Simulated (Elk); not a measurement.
# E(M) of Ni3Pt

Aim: the energy of Ni3Pt as a function of its total spin moment.

Program: Elk 11.2.3 (patched build). Level of theory: LDA (Perdew-Wang); all-electron APW+lo, Dirac cores, scalar-relativistic bands. Results are calculated unless marked as measured.

**1. Set-up**

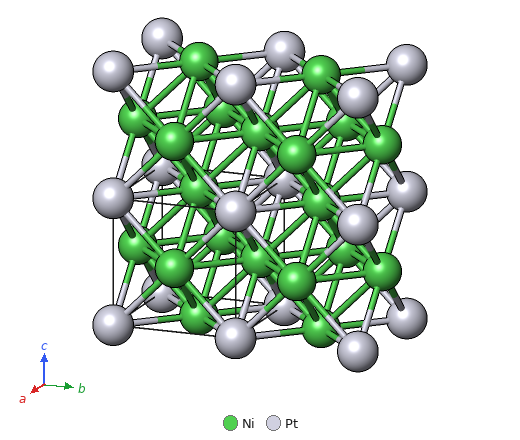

Start, viewed slightly off an axis; nickel green, platinum light grey. 1×2×2 cells are drawn. Some periodic images of atoms are drawn too.

The cell comes from a database of computed structures and need not be the stable phase.

**2. Unconstrained state**

The free run shows where the moment settles by itself and gives the state from which the held runs start.

Moments are seeded by fields in the spheres (the last three columns under atoms), set against the wanted direction and reduced each loop.

elk.in reads:

```
tasks
  0

xctype
  3

rgkmax
  7.0

nempty
  12

swidth
  0.003

reducebf
  0.5

epsengy
  1e-05

maxscl
  120

lmaxi
  2

spinpol
  .true.

sppath
  './'

avec
  6.84943855351 0.00000000000 0.00000000000
  0.00000000000 6.84943855351 0.00000000000
  0.00000000000 0.00000000000 6.84943855351

atoms
  2
  'Ni.in'
  3
  0.5000000000 0.0000000000 0.5000000000   0.000000 0.000000 -0.075000
  0.0000000000 0.5000000000 0.5000000000   0.000000 0.000000 -0.075000
  0.5000000000 0.5000000000 0.0000000000   0.000000 0.000000 -0.075000
  'Pt.in'
  1
  0.0000000000 0.0000000000 0.0000000000   0.000000 0.000000 0.000000

ngridk
  8 8 8
```

Started as:

```console
$ OMP_NUM_THREADS=2 elk
```

Numbers of over 12 decimals in the logs are rounded to 6 here.

What it wrote:

```text
Warning(gndstate): core states of species 1 leak from the muffin-tin :   0.7831936291E-03
Warning(gndstate): core states of species 2 leak from the muffin-tin :   0.4937576735E-03

--- INFO.OUT ---
┌─────────────────────────┐
│ Elk code version 11.2.3 │
└─────────────────────────┘

All units are atomic (Hartree, Bohr, etc.)

┌─────────────────────────────────────────────────┐
│ Ground-state run starting from atomic densities │
└─────────────────────────────────────────────────┘

Lattice vectors :
   6.849438554       0.000000000       0.000000000
   0.000000000       6.849438554       0.000000000
   0.000000000       0.000000000       6.849438554

Reciprocal lattice vectors :
  0.9173285165       0.000000000       0.000000000
   0.000000000      0.9173285165       0.000000000
   0.000000000       0.000000000      0.9173285165

Unit cell volume      :    321.3400981
Brillouin zone volume :   0.7719242477

Muffin-tin inner radius fraction :   0.1000000000E-01

Nuclei treated as point charges

Species : 1 (Ni)
 parameters loaded from : Ni.in
 name : nickel
 nuclear charge    :   -28.00000000
 electronic charge :    28.00000000
 atomic mass :    106991.5231
 muffin-tin radius :    2.212285130
 number of radial points in muffin-tin :    497
 inner part over the whole radius :   0.9870561980E-02
 number on inner part of muffin-tin    :    350
 approximate nuclear radius :   0.7325707712E-04
 number of mesh points to nuclear radius :    169
 atomic positions (lattice), magnetic fields (Cartesian) :
  1 :   0.50000000  0.00000000  0.50000000    0.00000000  0.00000000 -0.07500000
  2 :   0.00000000  0.50000000  0.50000000    0.00000000  0.00000000 -0.07500000
  3 :   0.50000000  0.50000000  0.00000000    0.00000000  0.00000000 -0.07500000

Species : 2 (Pt)
 parameters loaded from : Pt.in
 name : platinum
 nuclear charge    :   -78.00000000
 electronic charge :    78.00000000
 atomic mass :    355605.4401
 muffin-tin radius :    2.580999318
 number of radial points in muffin-tin :    697
 inner part over the whole radius :   0.9827891856E-02
 number on inner part of muffin-tin    :    499
 approximate nuclear radius :   0.1029052813E-03
 number of mesh points to nuclear radius :    263
 atomic positions (lattice), magnetic fields (Cartesian) :
  1 :   0.00000000  0.00000000  0.00000000    0.00000000  0.00000000  0.00000000

Total number of atoms per unit cell :    4
Total muffin-tin volume :    208.0807063
 ratio of muffin-tin to unit cell volume :   0.6475404332

Spin treatment :
 spin-polarised
 global magnetic field (Cartesian) :    0.000000000       0.000000000       0.000000000
 collinear magnetisation in z-direction

Number of Bravais lattice symmetries :   48
Number of crystal symmetries         :   48
Crystal has inversion symmetry
Real symmetric eigensolver will be used

k-point grid :      8     8     8
k-point offset :    0.000000000       0.000000000       0.000000000
k-point set is reduced with full crystal symmetry group
Total number of k-points :       35

Muffin-tin radius times maximum |G+k| :    7.000000000
 using average radius
Maximum |G+k| for APW functions       :    3.037583135
Maximum (1/2)|G+k|²                   :    4.613455650
Maximum |G| for potential and density :    12.00000000
Constant for pseudocharge density :    8
 order of it for each species :   15  15
 order of it for pair densities of each species (exact exchange by exxq0 0: 15) :    9  12
Radial integration step length :    1

G-vector grid sizes :     27    27    27
Number of G-vectors :     9435

Maximum angular momentum used for
 APW functions            :    8
 outer part of muffin-tin :    6
 inner part of muffin-tin :    2

Total nuclear charge    :   -162.0000000
Total core charge       :    84.00000000
Total valence charge    :    78.00000000
Total excess charge     :    0.000000000
Total electronic charge :    162.0000000

Effective Wigner radius, rₛ :   0.7794479144

Number of empty states         :     48
Total number of valence states :    176
Total number of core states    :     84

Third-order local-orbitals added for an l without core states : T
Total number of local-orbitals :    104

Exchange-correlation functional :      3     0     0
 Perdew-Wang/Ceperley-Alder, Phys. Rev. B 45, 13244 (1992)
 gradient requirement :    0
 local density approximation (LDA)

Smearing type :    3
 Fermi-Dirac
Smearing width :   0.3000000000E-02
Effective electronic temperature (K) :    947.3250744

Mixing type :    3
 Broyden mixing, J. Phys. A: Math. Gen. 17, L317 (1984)

Kohn-Sham potential initialised from atomic data

┌──────────────────────────────┐
│ Self-consistent loop started │
└──────────────────────────────┘

┌─────────────────┐
│ Loop number : 1 │
└─────────────────┘

Energies :
 Fermi                       :     0.209336
 sum of occupied eigenvalues :     -13952.892328547
 electron kinetic            :      25707.533658510
 core electron kinetic       :      24413.234356173
 Coulomb                     :     -48168.537098658
 Coulomb potential           :     -38984.440546339
 nuclear-nuclear             :     -2504.5107449822
 electron-nuclear            :     -52416.527290007
 Hartree                     :      6752.5009363306
 Madelung                    :     -28676.316825489
 xc potential                :     -675.81793221107
 xc effective B-field        :    -0.54594262261911E-01
 external B-field            :      0.000000
 exchange                    :     -514.73355846079
 correlation                 :     -15.521883632402
 electron entropic           :    -0.40928972293669E-02
 total energy                :     -22991.262975139
 (external B-field energy excluded from total)

Density of states at Fermi energy :    137.4996162
 (states/Hartree/unit cell)

Estimated indirect band gap :   0.1418691820E-02
 from k-point 6 to k-point 17
Estimated direct band gap   :   0.1770116528E-02
 at k-point 17

Charges :
 core                        :    84.00000000
 valence                     :    78.00000000
 interstitial                :    4.610230568
 muffin-tins (core leakage)
  species : 1 (Ni)
   atom 1                    :    27.38956542     (  0.7838355009E-03)
   atom 2                    :    27.38956542     (  0.7838355009E-03)
   atom 3                    :    27.38956542     (  0.7838355009E-03)
  species : 2 (Pt)
   atom 1                    :    75.22107318     (  0.5700735873E-03)
 total in muffin-tins        :    157.3897694
 total calculated charge     :    161.9955807
 total charge                :    162.0000000
 error                       :   0.4419258185E-02

Moments :
 interstitial                :  -0.1497592418
 muffin-tins
  species : 1 (Ni)
   atom 1                    :   0.8553260936
   atom 2                    :   0.8553260936
   atom 3                    :   0.8553260936
  species : 2 (Pt)
   atom 1                    :   0.4015164033
 total in muffin-tins        :    2.967494684
 total moment                :    2.817735442

┌─────────────────┐
│ Loop number : 2 │
└─────────────────┘

Energies :
 Fermi                       :     0.210373
 sum of occupied eigenvalues :     -13953.128652291
 electron kinetic            :      25707.115534063
 core electron kinetic       :      24413.017922387
 Coulomb                     :     -48168.697443140
 Coulomb potential           :     -38982.127943421
 nuclear-nuclear             :     -2504.5107449822
 electron-nuclear            :     -52419.273288338
 Hartree                     :      6755.0865901808
 Madelung                    :     -28677.633471429
 xc potential                :     -677.94184709981
 xc effective B-field        :    -0.60126949637691E-01
 external B-field            :      0.000000
 exchange                    :     -514.66435857683
 correlation                 :     -15.519408999303
 electron entropic           :    -0.41295648880208E-02
 total energy                :     -22991.769806217
 (external B-field energy excluded from total)

Density of states at Fermi energy :    139.9158960
 (states/Hartree/unit cell)

Estimated indirect band gap :   0.8116195454E-03
 from k-point 17 to k-point 23
Estimated direct band gap   :   0.2237876350E-02
 at k-point 5

Charges :
 core                        :    84.00000000
 valence                     :    78.00000000
 interstitial                :    4.611084449
 muffin-tins (core leakage)
  species : 1 (Ni)
   atom 1                    :    27.32774590     (  0.7857955511E-03)
   atom 2                    :    27.32774590     (  0.7857955511E-03)
   atom 3                    :    27.32774590     (  0.7857955511E-03)
  species : 2 (Pt)
   atom 1                    :    75.40567786     (  0.5657959483E-03)
 total in muffin-tins        :    157.3889156
 total calculated charge     :    161.9955933
 total charge                :    162.0000000
 error                       :   0.4406743383E-02

Moments :
 interstitial                :  -0.1548518353
 muffin-tins
  species : 1 (Ni)
   atom 1                    :   0.9024515375
   atom 2                    :   0.9024515375
   atom 3                    :   0.9024515375
  species : 2 (Pt)
   atom 1                    :   0.4184061264
 total in muffin-tins        :    3.125760739
 total moment                :    2.970908904

RMS change in Kohn-Sham potential (target) :   0.5277303183     (  0.1000000000E-05)
Absolute change in total energy (target)   :   0.5068310779     (  0.1000000000E-04)

[... loops 3 to 22 left out ...]

┌──────────────────┐
│ Loop number : 23 │
└──────────────────┘

Energies :
 Fermi                       :     0.323339
 sum of occupied eigenvalues :     -13940.359250713
 electron kinetic            :      25717.644359734
 core electron kinetic       :      24415.309110023
 Coulomb                     :     -48178.942138144
 Coulomb potential           :     -38954.655574292
 nuclear-nuclear             :     -2504.5107449822
 electron-nuclear            :     -52468.555964885
 Hartree                     :      6794.1245717237
 Madelung                    :     -28701.614350998
 xc potential                :     -703.32236156208
 xc effective B-field        :    -0.25674539486921E-01
 external B-field            :      0.000000
 exchange                    :     -514.78374225502
 correlation                 :     -15.524771072311
 electron entropic           :    -0.55469142210007E-02
 total energy                :     -22991.611838651
 (external B-field energy excluded from total)

Density of states at Fermi energy :    188.6431976
 (states/Hartree/unit cell)

Estimated indirect band gap :   0.3756279194E-03
 from k-point 12 to k-point 20
Estimated direct band gap   :   0.1218402744E-02
 at k-point 30

Charges :
 core                        :    84.00000000
 valence                     :    78.00000000
 interstitial                :    4.353623345
 muffin-tins (core leakage)
  species : 1 (Ni)
   atom 1                    :    26.88684280     (  0.7831936554E-03)
   atom 2                    :    26.88684280     (  0.7831936554E-03)
   atom 3                    :    26.88684280     (  0.7831936554E-03)
  species : 2 (Pt)
   atom 1                    :    76.98584826     (  0.4937576398E-03)
 total in muffin-tins        :    157.6463767
 total calculated charge     :    161.9958198
 total charge                :    162.0000000
 error                       :   0.4180179368E-02

Moments :
 interstitial                :  -0.6687649976E-01
 muffin-tins
  species : 1 (Ni)
   atom 1                    :   0.6212649475
   atom 2                    :   0.6212649475
   atom 3                    :   0.6212649475
  species : 2 (Pt)
   atom 1                    :   0.2912351921
 total in muffin-tins        :    2.155030034
 total moment                :    2.088153535

RMS change in Kohn-Sham potential (target) :   0.5541612834E-07 (  0.1000000000E-05)
Absolute change in total energy (target)   :   0.2968790795E-05 (  0.1000000000E-04)

Convergence targets achieved

┌──────────────────┐
│ Loop number : 24 │
└──────────────────┘

Energies :
 Fermi                       :     0.323339
 sum of occupied eigenvalues :     -13940.359245441
 electron kinetic            :      25717.644363873
 core electron kinetic       :      24415.309111970
 Coulomb                     :     -48178.942138423
 Coulomb potential           :     -38954.655573828
 nuclear-nuclear             :     -2504.5107449822
 electron-nuclear            :     -52468.555965428
 Hartree                     :      6794.1245719871
 Madelung                    :     -28701.614351509
 xc potential                :     -703.32236048520
 xc effective B-field        :    -0.25674886523506E-01
 external B-field            :      0.000000
 exchange                    :     -514.78374239803
 correlation                 :     -15.524771044822
 electron entropic           :    -0.55468933769296E-02
 total energy                :     -22991.611834887
 (external B-field energy excluded from total)

Density of states at Fermi energy :    188.6424877
 (states/Hartree/unit cell)

Estimated indirect band gap :   0.3755707389E-03
 from k-point 12 to k-point 20
Estimated direct band gap   :   0.1218203875E-02
 at k-point 30

Charges :
 core                        :    84.00000000
 valence                     :    78.00000000
 interstitial                :    4.353623485
 muffin-tins (core leakage)
  species : 1 (Ni)
   atom 1                    :    26.88684269     (  0.7831936291E-03)
   atom 2                    :    26.88684269     (  0.7831936291E-03)
   atom 3                    :    26.88684269     (  0.7831936291E-03)
  species : 2 (Pt)
   atom 1                    :    76.98584845     (  0.4937576735E-03)
 total in muffin-tins        :    157.6463765
 total calculated charge     :    161.9958198
 total charge                :    162.0000000
 error                       :   0.4180179664E-02

Moments :
 interstitial                :  -0.6687774786E-01
 muffin-tins
  species : 1 (Ni)
   atom 1                    :   0.6212688264
   atom 2                    :   0.6212688264
   atom 3                    :   0.6212688264
  species : 2 (Pt)
   atom 1                    :   0.2912368523
 total in muffin-tins        :    2.155043331
 total moment                :    2.088165584

┌──────────────────────────────┐
│ Self-consistent loop stopped │
└──────────────────────────────┘

Warning : core states of species 1 leak from the muffin-tin :   0.7831936291E-03

Warning : core states of species 2 leak from the muffin-tin :   0.4937576735E-03

Wrote STATE.OUT
```

The job ended after 3.5 min (2 threads of Arm Neoverse V2, shared host; peak memory 0.21 GiB; 6.8 min of CPU time).

Spin moment in the muffin-tin sphere by atom:

```
atom  spin moment in the muffin-tin sphere (μB)
 Ni1                                      0.621
 Ni2                                      0.621
 Ni3                                      0.621
 Pt4                                      0.291
```

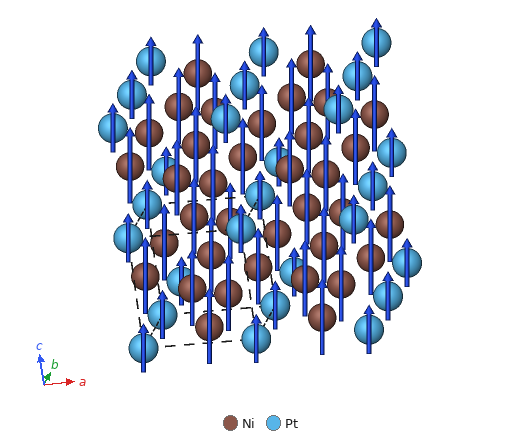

Spin moment in the muffin-tin sphere as arrows, the longest 0.621 μB. Up and down stand for the sign. Arrows give size and sign along the axis of quantisation, drawn up and down the page. 2×2×2 cells are drawn. Some periodic images of atoms are drawn too.

This step gave:

```
density of states at the Fermi level : 6.932 states/eV/cell
moment between the spheres           : -0.06688 μB
magnetization                        : 2.088 μB
final state                          : ferromagnetic
```

After 24 cycles the largest moment stands at 0.621 μB.

(Part 1 of 2 ends here.)

[Logs and program files are shortened in this print: banners, set-up blocks, solver, clock and traceback lines can be left out without a mark of their own.]

[Logs are printed without paths, hosts, clocks, repeated set-up lines and the standing remarks that a program may print on its own settings, such as how far it seeks lower states.]

[Hosts, paths, dates, database ids (printed as entryN), source tags and the programs' standing remarks are cut or masked in the printed files.]

[Where a cell is said to come from a database of computed structures, the database is the Materials Project.]
